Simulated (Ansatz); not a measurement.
Where the default PAW files enter, the runs use the earlier of Ansatz's two default sets.

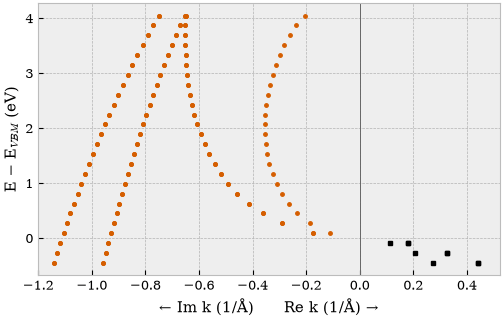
Figure: Complex bands at the centre of the two-dimensional zone; r2SCAN (Ansatz, an electronic-structure program)

No gap correction and no spin-orbit coupling; mid-gap values are interpolated between computed energies.

Q: This is SrO (Fm-3m, rock salt, 2 atoms a cell, 17.2 Å³ an atom) along the normal of (111). Read off the slowest decay at the centre of the two-dimensional zone at 1.89 eV, the computed energy nearest the middle of the gap.

A: κ ≈ 0.35 1/Å, a decay length 1/(2κ) of the density of 1.4 Å.
